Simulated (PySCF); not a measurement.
SMILES C=C[Si](C)(C=C)C (C6H12Si) at its GFN2-xTB optimised geometry (Å):

```
19

C     -2.3276     1.1494     0.9978
C     -1.6933     0.5547     0.0000
Si    -1.0750    -1.2337     0.0000
C     -1.6891    -2.1003    -1.5866
C     -1.7007    -2.1795     1.5338
C      0.8204    -1.2337     0.0000
C      1.5777    -0.1740     0.2353
H     -2.6571     2.1771     0.9504
H     -2.5501     0.6310     1.9161
H     -1.5010     1.1338    -0.8964
H     -2.7738    -2.1336    -1.6247
H     -1.3272    -3.1227    -1.6406
H     -1.3441    -1.5835    -2.4771
H     -1.3282    -1.7333     2.4508
H     -1.3715    -3.2142     1.5170
H     -2.7855    -2.1810     1.5805
H      1.3144    -2.1771    -0.2044
H      1.1448     0.7911     0.4449
H      2.6571    -0.2138     0.2314
```

Level of theory: B3LYP/def2-SVP (PySCF). Cells within 0.4 Å of a nucleus heavier than hydrogen are left out (blank, or x).

Map of the deformation density (molecule minus spherical neutral atoms) (e/bohr³) on the plane z = 0.0 Å:

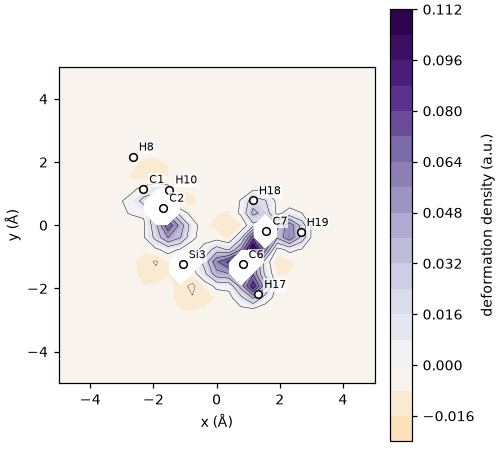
Figure: Deformation density (molecule minus spherical neutral atoms) (e/bohr³) on the plane z = 0.0 Å.
